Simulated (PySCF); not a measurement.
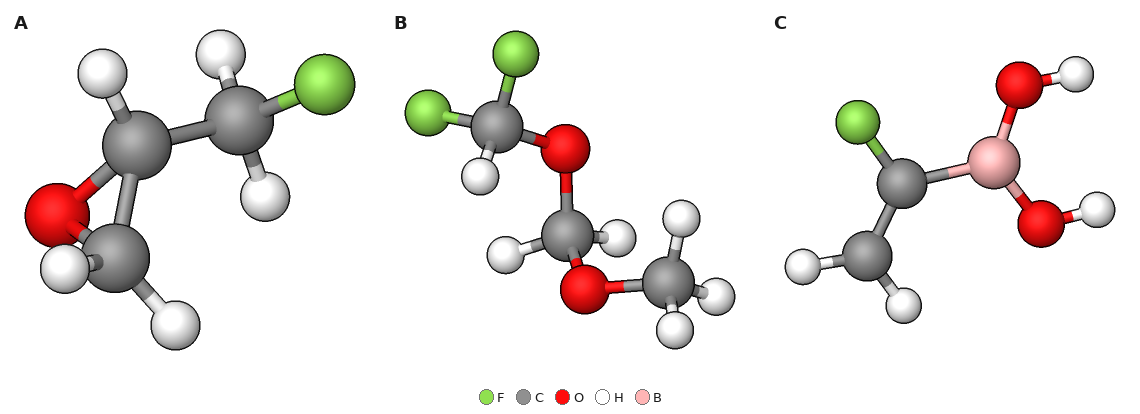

Figure made from data computed with PySCF.

```xyz
10
charge 0, multiplicity 1
F     1.9494    0.2645    0.8444
C     1.1989    0.1480   -0.2960
C    -0.2330    0.4946   -0.0068
C    -1.2028   -0.5371    0.3572
O    -1.1688    0.0134   -0.9420
H     1.2573   -0.8850   -0.6788
H     1.6108    0.8264   -1.0632
H    -0.4037    1.5219    0.3462
H    -0.8730   -1.5809    0.4423
H    -2.0745   -0.2672    0.9660
```

**Which panel shows the molecule in this file?**

A. The file holds C3H5FO, `FC[C@@H]1CO1`.
